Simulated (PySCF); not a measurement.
## Electronic structure of CH₇F₂PSi₂ in real space

The calculation's input:

```
{"job": {"kind": "nmr", "xc": "PBE0", "basis": "pcSseg-1"}, "charge": 0, "multiplicity": 1}
F     -1.106000     1.173503    -1.277102
C     -1.939050     0.391565    -0.492529
Si    -0.897699    -0.907122     0.476746
F     -1.668417    -1.000289     1.900090
Si     1.239789    -0.085763     0.824868
P      2.375764    -0.204868    -1.102812
H     -2.674361    -0.042717    -1.173576
H     -2.458310     1.080946     0.178832
H     -1.156215    -2.226647    -0.092587
H      1.996815    -0.909579     1.778748
H      1.223126     1.275127     1.390067
H      1.675690     0.806817    -1.728967
H      3.384478     0.649514    -0.699508
```

Launched as:

```sh
OMP_NUM_THREADS=1 python probes_run.py task.json out
```

Geometry: GFN2-xTB.

Computed with PySCF, PBE0/pcSseg-1, SCF density, gas phase, non-relativistic.

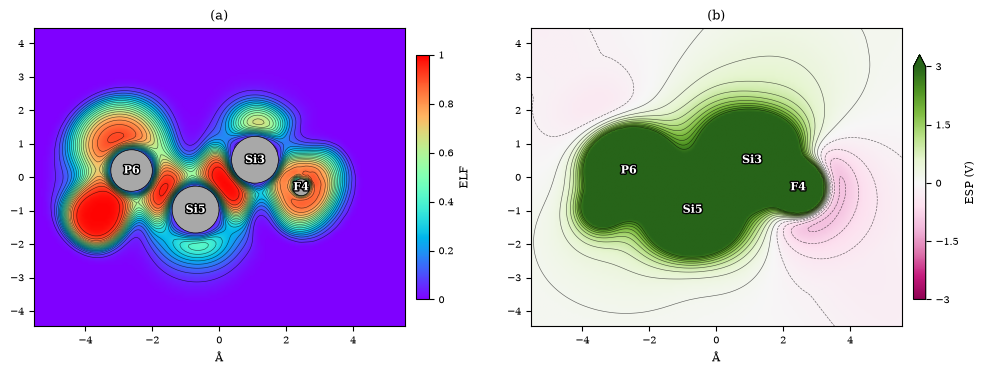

Figure 1. (a) ELF; (b) molecular electrostatic potential on the plane of atoms Si3, Si5 and P6. Grey discs cover the atomic cores in the ELF map.

### Read the bonding off the picture.

The section cuts through Si, F and P sites.
Si–F (1.62 Å): the ELF peaks at about 0.85 in the valence shell of F, 0.6 Å from its nucleus, and is about 0.50 at the midpoint.
Si–P (2.24 Å): the ELF peaks at about 0.95 between the atoms; a shared electron pair.
Si–Si (2.32 Å): the ELF peaks at about 1 between the atoms: localised, covalent bonding.
The ELF also peaks beside F4 and P6, away from the bonds: lone-pair regions.
Outside the dense part of the molecule the potential is most negative (−1.0 V) near F4.

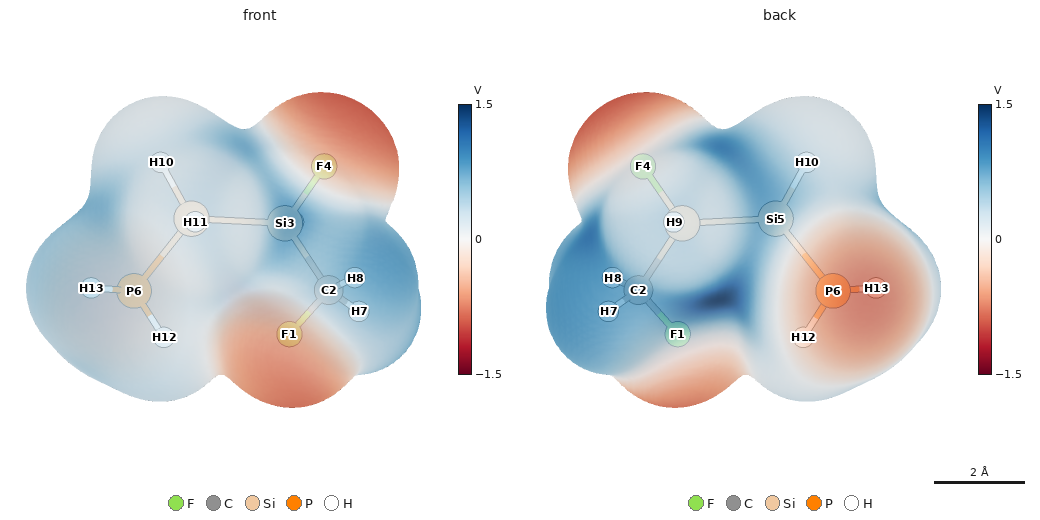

Figure 2. The electrostatic potential painted on the density surface at 0.001 e/bohr³, seen from the front and from behind; red is negative and blue positive.

### Where is the surface potential most negative and most positive?

The most negative region (about −0.9 V) lies over F4, the most positive (about +1.3 V) over Si3.

### What dipole moment does the calculation give?

Its dipole moment is 0.44 D.
